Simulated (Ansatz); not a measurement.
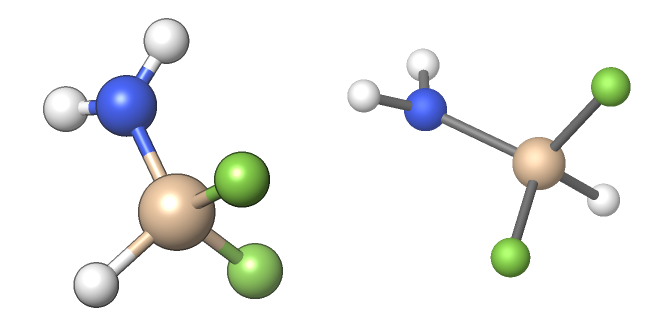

Both panels show the same species. Colours: silicon light orange, nitrogen blue, fluorine green, hydrogen white.

The geometry was computed by an optimisation with PBE0-D4/def2-TZVP.

Identify the structure.

It has 7 atoms: 2 fluorine, 3 hydrogen, 1 nitrogen and 1 silicon (F₂H₃NSi). This geometry has C1 symmetry. Coordination, clear cases only: 1 Si tetrahedral.

The parts below concern this one geometry. Atoms keep their numbers from picture to picture.

### Shape

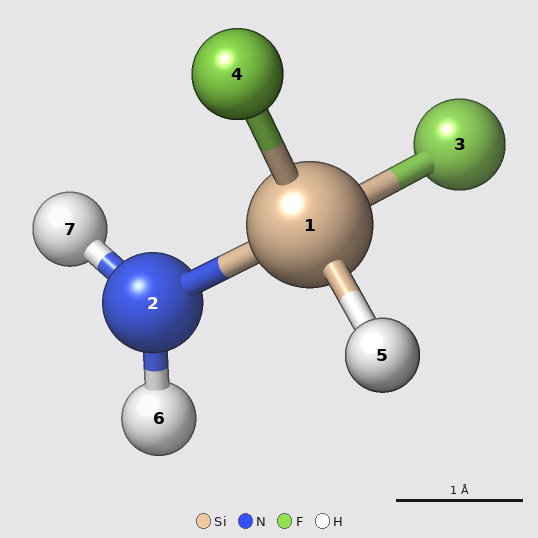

The atoms are numbered.

Give the bond lengths.

```csv
bond,length (Å)
Si1–N2,1.684
Si1–F3,1.591
Si1–F4,1.586
Si1–H5,1.470
N2–H6,1.006
N2–H7,1.007
```

### Electronic properties

Method: RKS r2SCAN-D4/def2-TZVPP (Ansatz 0.2.0).

What is the dispersion correction?

Answer. −2.5 kJ/mol.

### Thermal motion

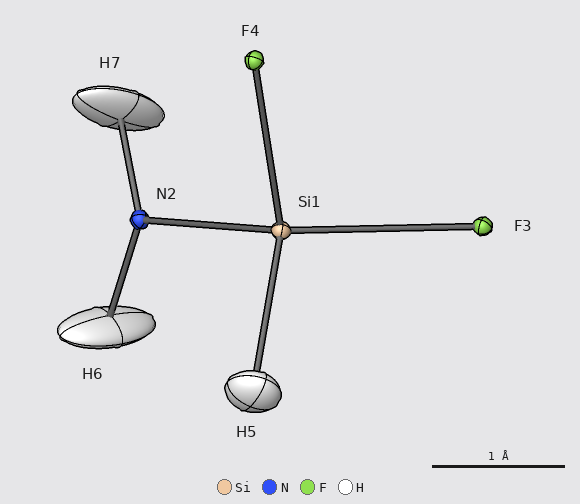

Displacement ellipsoids at the 50 % level, from the internal vibrations of the free molecule (harmonic, no overall translation or rotation; no half-axis is drawn under 0.075 Å). Vibrations computed with RKS PBE0-D4/def2-TZVP (Ansatz 0.2.0). Temperature: 0 K (zero-point motion alone).

Give the displacement parameters, one line for each set of equivalent atoms.

| atom | U_eq (Å²) | rms amplitudes (Å) |
| --- | --- | --- |
| Si1 | 0.00065 | 0.024, 0.024, 0.028 |
| N2 | 0.0013 | 0.022, 0.038, 0.045 |
| F3 | 0.00099 | 0.020, 0.035, 0.037 |
| F4 | 0.0010 | 0.020, 0.034, 0.040 |
| H5 | 0.0161 | 0.088, 0.140, 0.145 |
| H6 | 0.0358 | 0.075, 0.138, 0.288 |
| H7 | 0.0352 | 0.069, 0.145, 0.282 |

### Vibrations

Harmonic vibrations computed with RKS PBE0-D4/def2-TZVP (Ansatz 0.2.0) at a stationary point of the same level.

List the wavenumbers.

Answer. 15 modes: 120, 274, 336, 346, 377, 734, 825, 846, 893, 957, 985, 1578, 2313, 3620, 3716 cm⁻¹.
